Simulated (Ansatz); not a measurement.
Three curves of one kind of scan: energy against volume (even scaling of the relaxed cell, symmetry kept). The numbers are results of PBE (plane waves to 420 eV, PAW, scalar-relativistic; Ansatz, a first-principles code), not measurements. Each is measured from its own zero (the relaxed starting cell). 

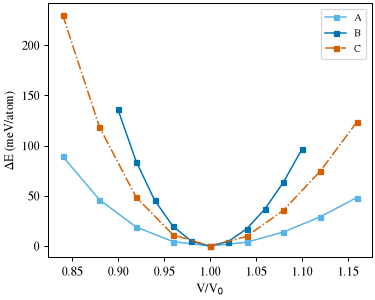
Figure: Curves A, B and C.

**Question.** Match the curves to these crystals:
- FeS2 (pyrite type, space group Pa-3), a = b = c = 5.404 Å, α = β = γ = 90.00°
- TaC (rock salt), a = b = c = 4.4759 Å, α = β = γ = 90.00°
- CsPbBr3 (cubic perovskite), a = b = c = 6.003 Å, α = β = γ = 90.00°

**Answer.** A is CsPbBr3; B is TaC; C is FeS2.

All were relaxed with their symmetry unable to fall. FeS2 is run without spin polarisation. Spin-orbit coupling is left out. TaC is run without spin polarisation. The PAW data are Ansatz's earlier set. This is a high-temperature form of CsPbBr3.

(Under strain, the slope of the energy per volume gives the stress and its curvature an elastic modulus.)
